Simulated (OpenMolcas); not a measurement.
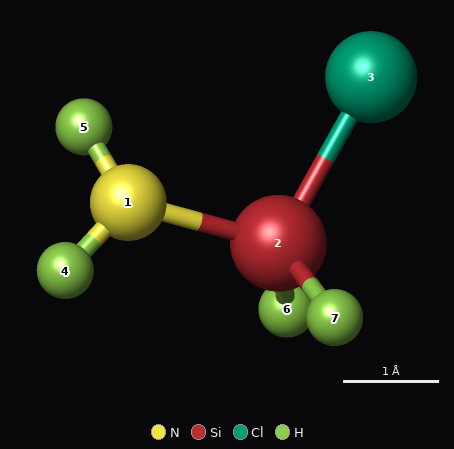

The input geometry (ball-and-stick view, seen at a tilt; atoms are numbered from 1 in the order of the input). Bond lengths as drawn: Cl–Si 2.01 Å, H–N 1.01 Å, H–Si 1.46 to 1.47 Å and N–Si 1.72 Å.

## Single-point calculation of SiNH$_{4}$Cl (part 1 of 2)

System: SiNH$_{4}$Cl, SMILES N[SiH2]Cl.
Method: RI-MP2/6-31++G**, RHF, in an applied electric field (OpenMolcas 26.06).

The geometry comes from this level: GFN2-xTB.

### What the program printed
```
--- Start Module: gateway ---

                                              &GATEWAY

                       available to each process: 1.9 GB of memory, 1 thread

 Basis Set     1 Label: N.6-31PPGSS
 Basis set is read from library:.
 basistype.tbl is not found

 Basis Set     2 Label: SI.6-31PPGSS
 Basis set is read from library:.
 basistype.tbl is not found

 Basis Set     3 Label: CL.6-31PPGSS
 Basis set is read from library:.
 basistype.tbl is not found

 Basis Set     4 Label: H.6-31PPGSS
 Basis set is read from library:.
 basistype.tbl is not found

++    Symmetry information:
      ---------------------

                    Character Table for C1

                             E
                    a        1  x, y, xy, Rz, z, xz, Ry, yz, Rx, I
--

++    Basis set information:
      ----------------------

      Basis set label: N.6-31PPGSS.........

      Electronic valence basis set:
      ------------------
      Associated Effective Charge   7.000000 au
      Associated Actual Charge      7.000000 au
      Nuclear Model: Point charge

      Shell  nPrim  nBasis  Cartesian Spherical Contaminant
         s      11       4        X
         p       5       3        X
         d       1       1                 X

      Basis set label: SI.6-31PPGSS.........

      Electronic valence basis set:
      ------------------
      Associated Effective Charge  14.000000 au
      Associated Actual Charge     14.000000 au
      Nuclear Model: Point charge

      Shell  nPrim  nBasis  Cartesian Spherical Contaminant
         s      17       5        X
         p      11       4        X
         d       1       1                 X

      Basis set label: CL.6-31PPGSS.........

      Electronic valence basis set:
      ------------------
      Associated Effective Charge  17.000000 au
      Associated Actual Charge     17.000000 au
      Nuclear Model: Point charge

      Shell  nPrim  nBasis  Cartesian Spherical Contaminant
         s      17       5        X
         p      11       4        X
         d       1       1                 X

      Basis set label: H.6-31PPGSS.........

      Electronic valence basis set:
      ------------------
      Associated Effective Charge   1.000000 au
      Associated Actual Charge      1.000000 au
      Nuclear Model: Point charge

      Shell  nPrim  nBasis  Cartesian Spherical Contaminant
         s       5       3        X
         p       1       1        X
--

++    Molecular structure info:
      -------------------------

                    ************************************************
                    **** Cartesian Coordinates / bohr, angstrom ****
                    ************************************************

     Center  Label                x              y              z                     x              y              z
        1      N1              -1.569058      -0.257532      -1.240378             -0.830310      -0.136280      -0.656380
        2      SI2              1.109269       0.214408       0.527574              0.587000       0.113460       0.279180
        3      CL3              1.038707      -2.504700       3.189329              0.549660      -1.325430       1.687720
        4      H4              -1.893109       0.804815      -2.781696             -1.001790       0.425890      -1.472010
        5      H5              -3.207772      -0.726902      -0.393384             -1.697480      -0.384660      -0.208170
        6      H6               1.276340       2.632067       1.866218              0.675410       1.392830       0.987560
        7      H7               3.245624      -0.162157      -1.167681              1.717510      -0.085810      -0.617910

                    ***************************************
                    *    InterNuclear Distances / bohr    *
                    ***************************************

               1 N1            2 SI2           3 CL3           4 H4            5 H5            6 H6
    1 N1       0.000000
    2 SI2      3.243736        0.000000
    3 CL3      5.610036        3.805715        0.000000
    4 H4       1.899802        4.507119        7.429776        0.000000
    5 H5       1.903442        4.513433        5.833436        3.127064        0.000000
    6 H6       5.108524        2.768566        5.309752        5.915011        6.041170        0.000000
    7 H7       4.816175        2.753125        5.416781        5.472353        6.524170        4.570592

               7 H7
    7 H7       0.000000

                    *******************************************
                    *    InterNuclear Distances / angstrom    *
                    *******************************************

               1 N1            2 SI2           3 CL3           4 H4            5 H5            6 H6
    1 N1       0.000000
    2 SI2      1.716511        0.000000
    3 CL3      2.968703        2.013898        0.000000
    4 H4       1.005332        2.385064        3.931668        0.000000
    5 H5       1.007258        2.388406        3.086922        1.654771        0.000000
    6 H6       2.703314        1.465062        2.809800        3.130089        3.196850        0.000000
    7 H7       2.548610        1.456891        2.866437        2.895845        3.452442        2.418653

               7 H7
    7 H7       0.000000

                    **************************************
                    *    Valence Bond Angles / degree    *
                    **************************************
                          Atom centers                 Phi
                      4 H4       1 N1       5 H5       110.61
                      6 H6       2 SI2      7 H7       111.74
--

            Nuclear Potential Energy            153.24893510 au

--- Stop Module: gateway /rc=_RC_ALL_IS_WELL_ ---
--- Module gateway spent 1 second ---

--- Start Module: seward ---

                                              &SEWARD

                       available to each process: 1.9 GB of memory, 1 thread

               SEWARD will generate:
                  Multipole Moment integrals up to order  2
                  Kinetic Energy integrals
                  Nuclear Attraction integrals (point charge)
                  One-Electron Hamiltonian integrals
                  Velocity integrals
                  Orbital angular momentum around (  0.5532  -1.0203   1.3142 )
                  Velocity quadrupole around (  0.5532  -1.0203   1.3142 )
                  RI decomposed two-electron repulsion integrals stored Cholesky style
                   - acCD auxiliary basis
                   - CD Threshold:   1.00E-04

                   Integrals are discarded if absolute value <: 1.00E-14
                   Integral cutoff threshold is set to       <: 1.00E-16

            Nuclear Potential Energy            153.24893510 au

      Basis set specifications :
      Symmetry species         a
      Basis functions           86

--- Stop Module: seward /rc=_RC_ALL_IS_WELL_ ---
--- Module seward spent 1 second ---

--- Start Module: ffpt ---

                                               &FFPT

                       available to each process: 1.9 GB of memory, 1 thread

      Header of the ONEINT file:
      --------------------------

      Cartesian coordinates in angstrom:
      -----------------------------------------------------
      No.  Label        X            Y            Z
      -----------------------------------------------------
       1   N1        -0.83031000  -0.13628000  -0.65638000
       2   SI2        0.58700000   0.11346000   0.27918000
       3   CL3        0.54966000  -1.32543000   1.68772000
       4   H4        -1.00179000   0.42589000  -1.47201000
       5   H5        -1.69748000  -0.38466000  -0.20817000
       6   H6         0.67541000   1.39283000   0.98756000
       7   H7         1.71751000  -0.08581000  -0.61791000
      -----------------------------------------------------
      Nuclear repulsion energy =  153.24893510

      The following tasks will be executed:
      -------------------------------------

      FFPT    DIPO    COMP    COMP0   X= 0.010000

--- Stop Module: ffpt /rc=_RC_ALL_IS_WELL_ ---

--- Start Module: scf ---

                                                &SCF

                       available to each process: 1.9 GB of memory, 1 thread

++    Input section:
      --------------

      Header of the integral files:

      Cartesian coordinates in angstrom:
      -----------------------------------------------------
      No.  Label        X            Y            Z
      -----------------------------------------------------
       1   N1        -0.83031000  -0.13628000  -0.65638000
       2   SI2        0.58700000   0.11346000   0.27918000
       3   CL3        0.54966000  -1.32543000   1.68772000
       4   H4        -1.00179000   0.42589000  -1.47201000
       5   H5        -1.69748000  -0.38466000  -0.20817000
       6   H6         0.67541000   1.39283000   0.98756000
       7   H7         1.71751000  -0.08581000  -0.61791000
      -----------------------------------------------------
      Nuclear repulsion energy =  153.23283003
--

++    Orbital specifications:
      -----------------------

      Symmetry species               1
                                     a
      Frozen orbitals                0
      Occupied orbitals             21
      Secondary orbitals            65
      Deleted orbitals               0
      Total number of orbitals      86
      Number of basis functions     86
--

      Molecular charge                           0.000

++    Optimization specifications:
      ----------------------------

      SCF Algorithm: LK-RI/DF
      LK screening threshold:                     4.50E-02
      Local-Exchange (LK) algorithm.
       - the density matrix is decomposed
      The actual AO density is used
      Number of density matrices in core                 5
      Maximum number of NDDO SCF iterations            400
      Maximum number of HF SCF iterations              400
      Threshold for SCF energy change             1.00E-09
      Threshold for density matrix                1.00E-04
      Threshold for Fock matrix                   1.50E-04
      Threshold for linear dependence             1.00E-09
      Threshold at which DIIS is turned on        1.50E-01
      Maximum depth in the DIIS procedure                5
      Maximum depth in the BFGS Hessian update          30
      Threshold at which QNR/C2DIIS is turned on  7.50E-02
      Threshold for Norm(delta) (QNR/C2DIIS)      1.00E-03
      All orbitals punched on: SCFORB
--

      Input vectors read from INPORB
      Orbital file label: *Guess orbitals

++ Convergence information
                                   SCF        iterations: Energy and convergence statistics

Iter     Tot. SCF        One-elec.       Two-elec.     Energy      Max Dij or  Max Fij      DNorm      TNorm      AccCon     Time
         Energy          Energy          Energy        Change      Delta Norm                                                in Sec.
   1  -804.840495688 -1414.820241750   456.746916036   0.00E+00    1.80E-01*   1.16E-01*    8.70E+00   1.75E+02   None         0.
   2  -805.222214916 -1418.286425876   459.831380933  -3.82E-01*   6.92E-02*   4.89E-02*    8.98E+00   1.76E+02   EDIIS        0.
   3  -805.256020575 -1418.392488406   459.903637804  -3.38E-02*   3.17E-02*   1.28E-02*    8.93E+00   1.76E+02   c2DIIS       0.
   4  -805.263430673 -1418.112577349   459.616316650  -7.41E-03*   1.50E-02*   4.64E-03*    8.96E+00   1.76E+02   QNRc2DIIS    0.
   5  -805.263945462 -1418.242282716   459.745507227  -5.15E-04*   8.53E-03*   3.68E-03*    8.96E+00   1.76E+02   QNRc2DIIS    0.
   6  -805.264074209 -1418.194376868   459.697472632  -1.29E-04*   1.52E-03*   4.11E-04*    8.96E+00   1.76E+02   QNRc2DIIS    0.
   7  -805.264077991 -1418.186861541   459.689953523  -3.78E-06*   6.94E-04    8.61E-05     8.96E+00   1.76E+02   QNRc2DIIS    0.
   8  -805.264078519 -1418.188130264   459.691221718  -5.28E-07*   8.11E-05    1.37E-05     8.96E+00   1.76E+02   QNRc2DIIS    0.
   9  -805.264078528 -1418.187302721   459.690394166  -9.32E-09*   2.70E-05    6.20E-06     8.96E+00   1.76E+02   QNRc2DIIS    0.
  10  -805.264078529 -1418.187585192   459.690676635  -1.08E-09*   4.58E-06    9.20E-07     8.96E+00   1.76E+02   QNRc2DIIS    0.
  11  -805.264078529 -1418.187602655   459.690694099  -4.55E-11    1.85E-06    3.04E-07     8.96E+00   1.76E+02   QNRc2DIIS    0.

       Convergence after  11 Iterations
--

 *****************************************************************************************************************************
 *                                             SCF/KS-DFT Program, Final results                                             *
 *                                                       Final Results                                                       *
 *****************************************************************************************************************************

::    Total SCF energy                               -805.2640785295
      One-electron energy                           -1418.1876026551
      Two-electron energy                             459.6906940989
      Nuclear repulsion energy                        153.2328300268
      Kinetic energy (interpolated)                   805.4226660946
      Virial theorem                                    0.9998031002
      Total spin, S(S+1)                                0.0000000000
      Total spin, S                                     0.0000000000
      Max non-diagonal density matrix element           0.0000011207
      Max non-diagonal Fock matrix element              0.0000001443

      All orbitals with orbital energies smaller than  E(LUMO)+0.5 are printed

++    Molecular orbitals:
      -------------------

      Title: SCF orbitals

      Molecular orbitals for symmetry species 1: a
```
